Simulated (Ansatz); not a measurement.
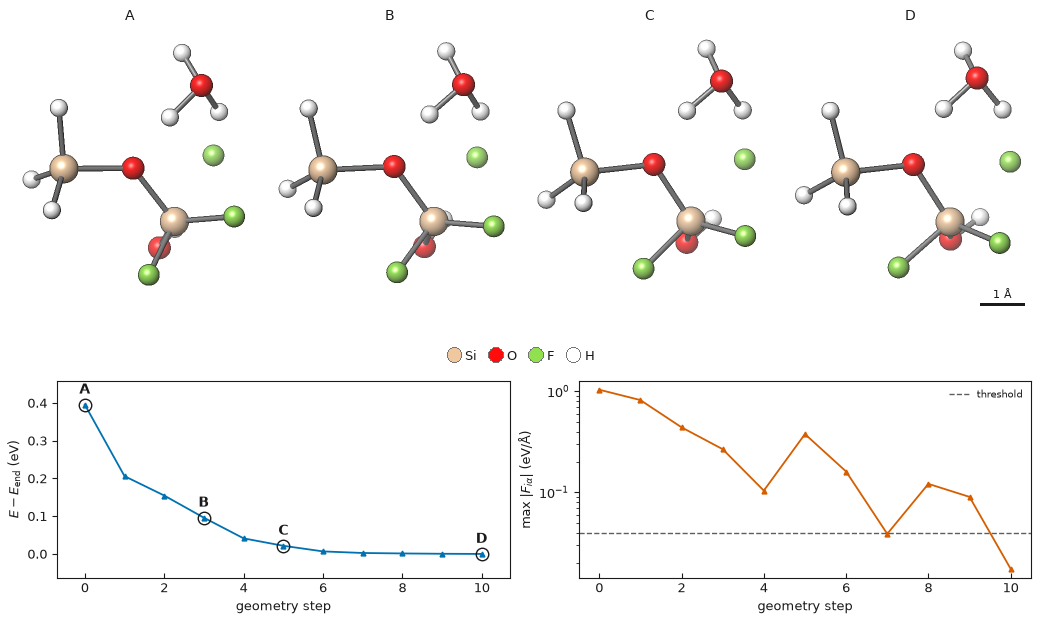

Frames of a constrained relaxation of Si$_{2}$H$_{7}$O$_{3}$F$_{3}$, marked on the history of the run. A ball-and-stick model, seen at a tilt.

The reaction that was planned forms Si1–F8, H7–O10, O2–H9 and breaks Si1–O2, H7–F8, H9–O10 (atoms numbered from 1 in input order).

Method: RKS PBE0-D4/def2-SVP in Ansatz 0.2.0. Set-up: held fixed: the distance between atoms 1 (Si) and 8 (F), the distance between atoms 7 (H) and 10 (O), the distance between atoms 2 (O) and 9 (H), the distance between atoms 1 (Si) and 2 (O), the distance between atoms 7 (H) and 8 (F), the distance between atoms 9 (H) and 10 (O), counting from 1; force threshold 0.04 eV/Å; at most 150 steps.

Q: What happens along the run?

A: The largest move after the best rigid fit is that of an F atom, 0.86 Å. By element the largest moves are F 0.86 Å, H 0.65 Å, O 0.40 Å, Si 0.23 Å. Near-neighbour distances that change, for instance: O–Si 1.635 → 1.714 Å, F–Si 1.615 → 1.653 Å, O–Si 1.604 → 1.639 Å, H–Si 1.453 → 1.483 Å. Among the angles between lasting bonds that change: F–Si–O 131.8° → 122.5°, Si–O–H 118.2° → 109.2°, Si–O–Si 129.2° → 121.2°. Groups turn about O–Si by about 40°. After 10 geometry steps the energy has fallen by 0.396 eV. Largest force component: 1 eV/Å at the start, 0.018 eV/Å at the end. The forces were under the threshold at step 7, but the run went on from there. From step 0 to 3: an H atom moves most (0.32 Å), energy −0.300 eV. From step 3 to 5: an F atom moves most (0.39 Å), energy −0.074 eV. From step 5 to 10: an H atom moves most (0.26 Å), energy −0.022 eV.

| step | E − E(0), eV | largest force component, eV/Å |
| --- | --- | --- |
| 0 | 0.0000 | 1.0385 |
| 1 | -0.1895 | 0.8201 |
| 2 | -0.2408 | 0.4409 |
| 3 | -0.2996 | 0.2678 |
| 4 | -0.3543 | 0.1042 |
| 5 | -0.3740 | 0.3777 |
| 6 | -0.3889 | 0.1610 |
| 7 | -0.3930 | 0.0389 |
| 8 | -0.3943 | 0.1215 |
| 9 | -0.3951 | 0.0903 |
| 10 | -0.3956 | 0.0175 |
